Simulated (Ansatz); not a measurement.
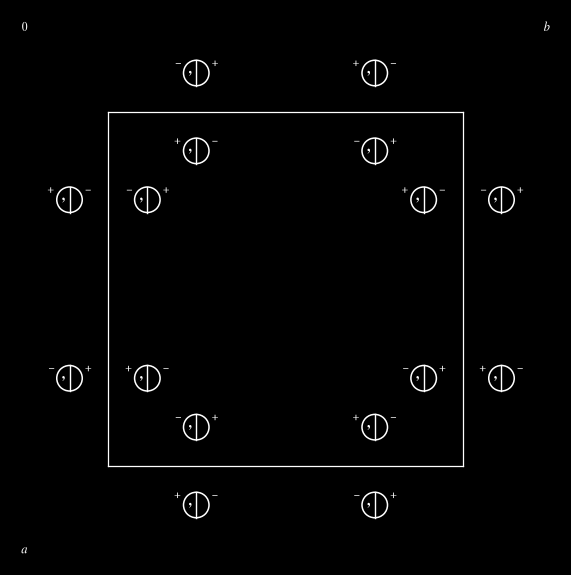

General positions of a space group, projected down c, computed from the operations of a computed or model structure of composition Ga2PN, which need not be its known form.

A circle is a general position, a comma marks the mirror image, + and − with a fraction give the height (along the projection axis: ½+ is ½ plus the coordinate, − is its negative), and a split circle stands for two positions above each other.

> Which space group is it?

P4/mmm, No. 123; primitive tetragonal, point group 4/mmm, 16 general positions a cell.

> Write the general positions (in any order).

x, y, z; −x, −y, −z; −y, x, z; y, −x, −z; −x, −y, z; x, y, −z; y, −x, z; −y, x, −z; x, −y, −z; −x, y, z; −y, −x, −z; y, x, z; −x, y, −z; x, −y, z; y, x, −z; −y, −x, z
